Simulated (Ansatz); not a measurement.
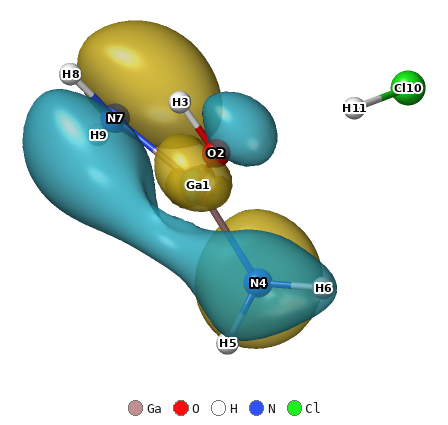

GaH5N2O···HCl. The HOMO−1 at ±0.1 Å⁻³ᐟ² (yellow and cyan are the two phases), seen at a tilt.

Not at a stationary point (largest force 0.8 eV/Å).

The calculation used RKS revPBE/def2-SVP in Ansatz.

```yaml
atoms:
  - { symbol: Ga, position_ang: [-0.1048, -0.0809, -0.1242] }
  - { symbol: O, position_ang: [-0.0847, -0.2868, 1.6776] }
  - { symbol: H, position_ang: [-0.9658, -0.4537, 2.0648] }
  - { symbol: N, position_ang: [1.4674, 0.2126, -1.0847] }
  - { symbol: H, position_ang: [1.9697, -0.6649, -1.2763] }
  - { symbol: H, position_ang: [2.1255, 0.8031, -0.5609] }
  - { symbol: N, position_ang: [-1.7350, -0.2086, -0.9544] }
  - { symbol: H, position_ang: [-2.5833, -0.5741, -0.5153] }
  - { symbol: H, position_ang: [-1.8160, -0.1668, -1.9717] }
  - { symbol: Cl, position_ang: [0.5268, 2.9888, 1.2998] }
  - { symbol: H, position_ang: [0.4646, 1.8246, 1.9623] }
```

> Where does this orbital lie, and at what energy?

It lies mainly on N7 (about 45 %), N4 (about 25 %), Ga1 (about 15 %) and O2 (about 5 %); largely a combination of lone pairs on N7, N4 and O2. Its energy is −5.67 eV.
